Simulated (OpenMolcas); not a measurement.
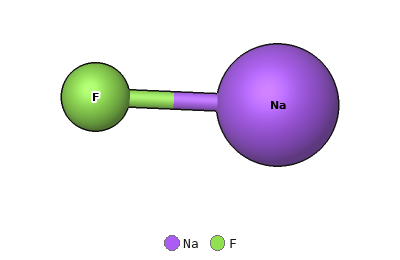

The molecule at the reference distance of 1.925 Å.

Run report: NaF, relativistic diatomic calculation (part 1 of 2)

- system: NaF.
- method: SA-CASSCF(6,7)/XMS-CASPT2 + RASSI spin-orbit (X2C scalar, AMFI), ANO-RCC-VTZP (OpenMolcas)

**Input**
```
&GATEWAY
Coord
2
angstrom
Na 0.0 0.0 0.0
F 0.0 0.0 1.9250
Basis=ANO-RCC-VTZP
Group=XY
RX2C
AMFI
ANGMom
0.0 0.0 0.0
RICD
&SEWARD
&GUESSORB
&RASSCF
FileOrb=$CurrDir/o11.orb
Symmetry=1
Spin=1
nActEl=6 0 0
Inactive=5 2
RAS2=3 4
CIRoot=6 6 1
Linear
Iterations=120 100
OrbListing=Nothing
PRWF=0.15
>>COPY $Project.RasOrb $CurrDir/o11.orb
>>COPY $Project.rasscf.h5 $CurrDir/r11.h5
&CASPT2
XMultistate=all
Imaginary=0.2
IPEA=0.25
MaxIter=40
>>COPY $Project.JobMix JOB001
&RASSCF
CIOnly
FileOrb=$CurrDir/ref.orb
Symmetry=2
Spin=3
nActEl=6 0 0
Inactive=5 2
RAS2=3 4
CIRoot=6 6 1
Linear
Iterations=120 100
OrbListing=Nothing
PRWF=0.15
>>COPY $Project.RasOrb $CurrDir/o32.orb
>>COPY $Project.rasscf.h5 $CurrDir/r32.h5
&CASPT2
XMultistate=all
Imaginary=0.2
IPEA=0.25
MaxIter=40
>>COPY $Project.JobMix JOB002
&RASSCF
CIOnly
FileOrb=$CurrDir/ref.orb
Symmetry=2
Spin=1
nActEl=6 0 0
Inactive=5 2
RAS2=3 4
CIRoot=6 6 1
Linear
Iterations=120 100
OrbListing=Nothing
PRWF=0.15
>>COPY $Project.RasOrb $CurrDir/o12.orb
>>COPY $Project.rasscf.h5 $CurrDir/r12.h5
&CASPT2
XMultistate=all
Imaginary=0.2
IPEA=0.25
MaxIter=40
>>COPY $Project.JobMix JOB003
&RASSCF
CIOnly
FileOrb=$CurrDir/ref.orb
Symmetry=1
Spin=3
nActEl=6 0 0
Inactive=5 2
RAS2=3 4
CIRoot=6 6 1
Linear
Iterations=120 100
OrbListing=Nothing
PRWF=0.15
>>COPY $Project.RasOrb $CurrDir/o31.orb
>>COPY $Project.rasscf.h5 $CurrDir/r31.h5
&CASPT2
XMultistate=all
Imaginary=0.2
IPEA=0.25
MaxIter=40
>>COPY $Project.JobMix JOB004
&RASSI
Nr of JobIphs=4 6 6 6 6
1 2 3 4 5 6
1 2 3 4 5 6
1 2 3 4 5 6
1 2 3 4 5 6
SpinOrbit
EJob
Omega
MEES
MESO
Properties=4
'AngMom' 3 'Mltpl  1' 1 'Mltpl  1' 2 'Mltpl  1' 3
Thrs=1.0d-4
>>COPY $Project.rassi.h5 $CurrDir/so.h5
```

The first orbital files come from an earlier step.

Run as:
```bash
pymolcas m.inp (one call a module block, same work directory)
```

**Log (extracts)**
```
++    Wave function specifications:
      Number of closed shell electrons          14
      Number of electrons in active shells       6
      Number of inactive orbitals                7
      Number of active orbitals                  7
      Number of secondary orbitals              50
      Spin quantum number                      0.0
      State symmetry                             1
++    Orbital specifications:
      Symmetry species                           1   2
                                                 a   b
      Frozen orbitals                            0   0
      Inactive orbitals                          5   2
      Active orbitals                            3   4
      RAS2 orbitals                              3   4
      Secondary orbitals                        26  24
      Number of basis functions                 34  30
      printout of CI-coefficients larger than  0.15 for root  1
      energy=    -261.651592
      conf/sym  111 2222     Coeff  Weight
            80  200 2200   0.92492 0.85547
            82  200 u2d0  -0.20001 0.04000
            86  200 2u0d   0.20002 0.04001
           100  ud0 2200  -0.19311 0.03729
           140  u0d 2200  -0.15093 0.02278
      printout of CI-coefficients larger than  0.15 for root  2
      energy=    -261.521545
      conf/sym  111 2222     Coeff  Weight
           100  ud0 2200  -0.96883 0.93863
      printout of CI-coefficients larger than  0.15 for root  3
      energy=    -261.481663
      conf/sym  111 2222     Coeff  Weight
            81  200 2ud0  -0.70531 0.49746
            87  200 u20d   0.70536 0.49754
      printout of CI-coefficients larger than  0.15 for root  4
      energy=    -261.481663
      conf/sym  111 2222     Coeff  Weight
            82  200 u2d0  -0.70536 0.49753
            86  200 2u0d  -0.70532 0.49747
      printout of CI-coefficients larger than  0.15 for root  5
      energy=    -261.480491
      conf/sym  111 2222     Coeff  Weight
            81  200 2ud0   0.70539 0.49757
            87  200 u20d   0.70534 0.49750
      printout of CI-coefficients larger than  0.15 for root  6
      energy=    -261.460407
      conf/sym  111 2222     Coeff  Weight
            80  200 2200   0.30215 0.09130
            82  200 u2d0   0.66161 0.43773
            86  200 2u0d  -0.66165 0.43779
      Natural orbitals and occupation numbers for root  1
      sym 1:   1.979928   0.000643   0.019664
      sym 2:   1.993171   1.993171   0.006712   0.006712
      Natural orbitals and occupation numbers for root  2
      sym 1:   1.212604   0.786938   0.000906
      sym 2:   1.981243   1.981241   0.018533   0.018535
      Natural orbitals and occupation numbers for root  3
      sym 1:   1.992514   0.000044   0.007502
      sym 2:   1.499875   1.499950   0.500019   0.500095
      Natural orbitals and occupation numbers for root  4
      sym 1:   1.992514   0.000044   0.007502
      sym 2:   1.499881   1.499944   0.500088   0.500025
      Natural orbitals and occupation numbers for root  5
      sym 1:   1.992533   0.000019   0.007509
      sym 2:   1.499949   1.499873   0.500096   0.500021
      Natural orbitals and occupation numbers for root  6
      sym 1:   1.965128   0.029677   0.005284
      sym 2:   1.624653   1.624610   0.375303   0.375346
      RASSCF energy for state  6                   -261.46040687
::    RASSCF root number  1 Total energy:   -261.65159223
::    RASSCF root number  2 Total energy:   -261.52154486
::    RASSCF root number  3 Total energy:   -261.48166282
::    RASSCF root number  4 Total energy:   -261.48166282
::    RASSCF root number  5 Total energy:   -261.48049094
::    RASSCF root number  6 Total energy:   -261.46040687
      Von Neumann Entropy (Root   1) =  0.14870
++    Wave function specifications:
      Number of closed shell electrons           8
      Number of electrons in active shells       6
      Number of inactive orbitals                4
      Number of active orbitals                  7
      Number of secondary orbitals              50
      Spin quantum number                      0.0
      State symmetry                             1
      Number of CSFs                           254
      Number of CASSCF root(s) available         6
      CASPT2 state passed to geometry opt.       6
      A file JOBMIX will be created
      This is a MULTI-STATE CASSCF reference
      Number of CI roots used                    6
      These are:                                 1   2   3   4   5   6
      Off-diagonal elements of Heff are computed
  FINAL CASPT2 RESULT:
      Reference energy:        -261.6515922251
      E2 (Non-variational):      -0.4566822526
      Shift correction:          -0.0021530996
      E2 (Variational):          -0.4588353522
      Total energy:            -262.1104275773
      Reference weight:           0.90554
  FINAL CASPT2 RESULT:
      Reference energy:        -261.5215448554
      E2 (Non-variational):      -0.3711603722
      Shift correction:          -0.0006970980
      E2 (Variational):          -0.3718574702
      Total energy:            -261.8934023256
      Reference weight:           0.94417
  FINAL CASPT2 RESULT:
      Reference energy:        -261.4816628187
      E2 (Non-variational):      -0.3549926355
      Shift correction:          -0.0005279975
      E2 (Variational):          -0.3555206331
      Total energy:            -261.8371834518
      Reference weight:           0.94849
  FINAL CASPT2 RESULT:
      Reference energy:        -261.4816628186
      E2 (Non-variational):      -0.3548399712
      Shift correction:          -0.0005223791
      E2 (Variational):          -0.3553623503
      Total energy:            -261.8370251689
      Reference weight:           0.94862
  FINAL CASPT2 RESULT:
      Reference energy:        -261.4804909355
      E2 (Non-variational):      -0.3549969786
      Shift correction:          -0.0005233685
      E2 (Variational):          -0.3555203471
      Total energy:            -261.8360112826
      Reference weight:           0.94855
  FINAL CASPT2 RESULT:
      Reference energy:        -261.4604068706
      E2 (Non-variational):      -0.3586806318
      Shift correction:          -0.0009507886
      E2 (Variational):          -0.3596314205
      Total energy:            -261.8200382911
      Reference weight:           0.94488
       Total XMS-CASPT2 energies:
::    XMS-CASPT2 Root  1     Total energy:   -262.09782256
::    XMS-CASPT2 Root  2     Total energy:   -261.89480955
::    XMS-CASPT2 Root  3     Total energy:   -261.83718345
::    XMS-CASPT2 Root  4     Total energy:   -261.83702517
::    XMS-CASPT2 Root  5     Total energy:   -261.83601128
::    XMS-CASPT2 Root  6     Total energy:   -261.83123608
++    Wave function specifications:
      Number of closed shell electrons          14
      Number of electrons in active shells       6
      Number of inactive orbitals                7
      Number of active orbitals                  7
      Number of secondary orbitals              50
      Spin quantum number                      1.0
      State symmetry                             2
      printout of CI-coefficients larger than  0.15 for root  1
      energy=    -261.543913
      conf/sym  111 2222     Coeff  Weight
            64  2u0 u200  -0.99713 0.99427
      printout of CI-coefficients larger than  0.15 for root  2
      energy=    -261.543913
      conf/sym  111 2222     Coeff  Weight
            13  2u0 2u00  -0.99713 0.99427
      printout of CI-coefficients larger than  0.15 for root  3
      energy=    -261.464950
      conf/sym  111 2222     Coeff  Weight
           219  u00 220u  -0.99811 0.99623
      printout of CI-coefficients larger than  0.15 for root  4
      energy=    -261.464950
      conf/sym  111 2222     Coeff  Weight
           217  u00 22u0  -0.99811 0.99623
      printout of CI-coefficients larger than  0.15 for root  5
      energy=    -260.926978
      conf/sym  111 2222     Coeff  Weight
            38  2u0 du0u  -0.63446 0.40254
            68  2u0 ud0u   0.35989 0.12952
            70  2u0 uu0d   0.51211 0.26226
            73  u20 u200   0.37902 0.14366
      printout of CI-coefficients larger than  0.15 for root  6
      energy=    -260.926977
      conf/sym  111 2222     Coeff  Weight
            16  u20 2u00  -0.37908 0.14370
            37  2u0 duu0   0.62889 0.39550
            65  2u0 udu0  -0.36950 0.13653
            66  2u0 uud0  -0.51209 0.26224
      Natural orbitals and occupation numbers for root  1
      sym 1:   1.992253   0.999687   0.007443
      sym 2:   1.000276   1.999744   0.000406   0.000191
      Natural orbitals and occupation numbers for root  2
      sym 1:   1.992253   0.999687   0.007443
      sym 2:   1.999744   1.000276   0.000191   0.000406
      Natural orbitals and occupation numbers for root  3
      sym 1:   1.000392   0.000356   0.000449
      sym 2:   1.999640   1.999355   0.000107   0.999700
      Natural orbitals and occupation numbers for root  4
      sym 1:   1.000392   0.000356   0.000449
      sym 2:   1.999355   1.999640   0.999700   0.000107
      Natural orbitals and occupation numbers for root  5
      sym 1:   1.827661   1.131692   0.003404
      sym 2:   1.000089   1.169954   0.018807   0.848393
      Natural orbitals and occupation numbers for root  6
      sym 1:   1.827604   1.131737   0.003404
      sym 2:   1.170011   1.000089   0.848342   0.018814
      RASSCF energy for state  6                   -260.92697739
::    RASSCF root number  1 Total energy:   -261.54391331
::    RASSCF root number  2 Total energy:   -261.54391326
::    RASSCF root number  3 Total energy:   -261.46494977
::    RASSCF root number  4 Total energy:   -261.46494963
::    RASSCF root number  5 Total energy:   -260.92697783
::    RASSCF root number  6 Total energy:   -260.92697739
      Von Neumann Entropy (Root   1) =  1.03957
++    Wave function specifications:
      Number of closed shell electrons           8
      Number of electrons in active shells       6
      Number of inactive orbitals                4
      Number of active orbitals                  7
      Number of secondary orbitals              50
      Spin quantum number                      1.0
      State symmetry                             2
      Number of CSFs                           300
      Number of CASSCF root(s) available         6
      CASPT2 state passed to geometry opt.       6
      A file JOBMIX will be created
      This is a MULTI-STATE CASSCF reference
      Number of CI roots used                    6
      These are:                                 1   2   3   4   5   6
      Off-diagonal elements of Heff are computed
  FINAL CASPT2 RESULT:
      Reference energy:        -261.5439133983
      E2 (Non-variational):      -0.3575303402
      Shift correction:          -0.0004578499
      E2 (Variational):          -0.3579881901
      Total energy:            -261.9019015884
      Reference weight:           0.94965
  FINAL CASPT2 RESULT:
      Reference energy:        -261.5439133483
      E2 (Non-variational):      -0.3575489185
      Shift correction:          -0.0004580948
      E2 (Variational):          -0.3580070133
      Total energy:            -261.9019203616
      Reference weight:           0.94964
  FINAL CASPT2 RESULT:
      Reference energy:        -261.4649498632
      E2 (Non-variational):      -0.3661730041
      Shift correction:          -0.0004578912
      E2 (Variational):          -0.3666308953
      Total energy:            -261.8315807585
      Reference weight:           0.94815
  FINAL CASPT2 RESULT:
      Reference energy:        -261.4649497231
      E2 (Non-variational):      -0.3661730540
      Shift correction:          -0.0004579162
      E2 (Variational):          -0.3666309702
      Total energy:            -261.8315806933
      Reference weight:           0.94815
  FINAL CASPT2 RESULT:
      Reference energy:        -260.9269779168
      E2 (Non-variational):      -0.4150872131
      Shift correction:          -0.0095123073
      E2 (Variational):          -0.4245995204
      Total energy:            -261.3515774372
      Reference weight:           0.88025
  FINAL CASPT2 RESULT:
      Reference energy:        -260.9269774781
      E2 (Non-variational):      -0.4150896787
      Shift correction:          -0.0095125972
      E2 (Variational):          -0.4246022758
      Total energy:            -261.3515797539
      Reference weight:           0.88024
       Total XMS-CASPT2 energies:
::    XMS-CASPT2 Root  1     Total energy:   -261.90194710
::    XMS-CASPT2 Root  2     Total energy:   -261.90192832
::    XMS-CASPT2 Root  3     Total energy:   -261.83157456
::    XMS-CASPT2 Root  4     Total energy:   -261.83157450
::    XMS-CASPT2 Root  5     Total energy:   -261.35155921
::    XMS-CASPT2 Root  6     Total energy:   -261.35155690
++    Wave function specifications:
      Number of closed shell electrons          14
      Number of electrons in active shells       6
      Number of inactive orbitals                7
      Number of active orbitals                  7
      Number of secondary orbitals              50
      Spin quantum number                      0.0
      State symmetry                             2
      printout of CI-coefficients larger than  0.15 for root  1
      energy=    -261.542353
      conf/sym  111 2222     Coeff  Weight
            14  2u0 d200  -0.99723 0.99447
      printout of CI-coefficients larger than  0.15 for root  2
      energy=    -261.542353
      conf/sym  111 2222     Coeff  Weight
            13  2u0 2d00   0.99723 0.99447
      printout of CI-coefficients larger than  0.15 for root  3
      energy=    -261.464347
      conf/sym  111 2222     Coeff  Weight
           180  u00 220d  -0.99819 0.99638
      printout of CI-coefficients larger than  0.15 for root  4
      energy=    -261.464346
      conf/sym  111 2222     Coeff  Weight
           177  u00 22d0  -0.99819 0.99638
      printout of CI-coefficients larger than  0.15 for root  5
      energy=    -260.924930
      conf/sym  111 2222     Coeff  Weight
            22  2u0 du0d   0.84303 0.71070
            23  2u0 ud0d  -0.49405 0.24409
           122  uud du0d   0.15304 0.02342
      printout of CI-coefficients larger than  0.15 for root  6
      energy=    -260.924930
      conf/sym  111 2222     Coeff  Weight
            16  2u0 dud0  -0.84938 0.72144
            17  2u0 udd0   0.48306 0.23334
           116  uud dud0  -0.15454 0.02388
      Natural orbitals and occupation numbers for root  1
      sym 1:   1.992448   0.999867   0.007434
      sym 2:   1.000106   1.999711   0.000208   0.000226
      Natural orbitals and occupation numbers for root  2
      sym 1:   1.992448   0.999867   0.007434
      sym 2:   1.999711   1.000106   0.000226   0.000208
      Natural orbitals and occupation numbers for root  3
      sym 1:   1.000224   0.000149   0.000433
      sym 2:   1.999638   1.999573   0.000113   0.999868
      Natural orbitals and occupation numbers for root  4
      sym 1:   1.000224   0.000149   0.000433
      sym 2:   1.999573   1.999638   0.999868   0.000114
      Natural orbitals and occupation numbers for root  5
      sym 1:   1.995577   1.000044   0.004180
      sym 2:   1.000031   1.041988   0.000163   0.958017
      Natural orbitals and occupation numbers for root  6
      sym 1:   1.995577   1.000044   0.004180
      sym 2:   1.041985   1.000031   0.958020   0.000163
      RASSCF energy for state  6                   -260.92493009
::    RASSCF root number  1 Total energy:   -261.54235266
::    RASSCF root number  2 Total energy:   -261.54235260
::    RASSCF root number  3 Total energy:   -261.46434652
::    RASSCF root number  4 Total energy:   -261.46434644
::    RASSCF root number  5 Total energy:   -260.92493049
::    RASSCF root number  6 Total energy:   -260.92493009
      Von Neumann Entropy (Root   1) =  1.03851
++    Wave function specifications:
      Number of closed SPIN-FREE ENERGIES:
  (Shifted by EMIN (a.u.) =       -262.0978225569)
 SF State       Relative EMIN(au)   Rel lowest level(eV)    D:o, cm**(-1)      Abs_M
     1             0.0000000000        0.0000000000              0.0000         0.0
     7             0.1958754543        5.3300426419          42989.6931         1.0
     8             0.1958942339        5.3305536607          42993.8148         1.0
    13             0.1971110595        5.3636651730          43260.8771         1.0
    14             0.1971111328        5.3636671676          43260.8932         1.0
    19             0.1985095726        5.4017206548          43567.8153         0.0
     2             0.2030130044        5.5242652769          44556.2043         0.0
    20             0.2597542955        7.0682744645          57009.4783         0.0
     3             0.2606391028        7.0923512970          57203.6710         2.0
     4             0.2607973880        7.0966584575          57238.4106         2.0
     5             0.2618112767        7.1242477733          57460.9334         0.0
    21             0.2620967020        7.1320145932          57523.5771         2.0
    22             0.2621305807        7.1329364796          57531.0126         2.0
    23             0.2641177855        7.1870110751          57967.1536         0.0
    15             0.2660965334        7.2408555496          58401.4386         1.0
    16             0.2660966543        7.2408588389          58401.4651         1.0
     9             0.2662479963        7.2449770651          58434.6808         1.0
    10             0.2662480566        7.2449787065          58434.6941         1.0
     6             0.2665864723        7.2541874663          58508.9677         0.0
    24             0.7091424253       19.2967484375         155638.7724         0.0
    11             0.7462633461       20.3068601531         163785.8728         1.0
    12             0.7462656614       20.3069231552         163786.3809         1.0
    17             0.7570625012       20.6007201316         166156.0134         1.0
    18             0.7570629656       20.6007327693         166156.1153         1.0
```

(Continued in part 2.) Outcome of the run: converged; components of a degenerate state are split by 35 cm⁻¹.
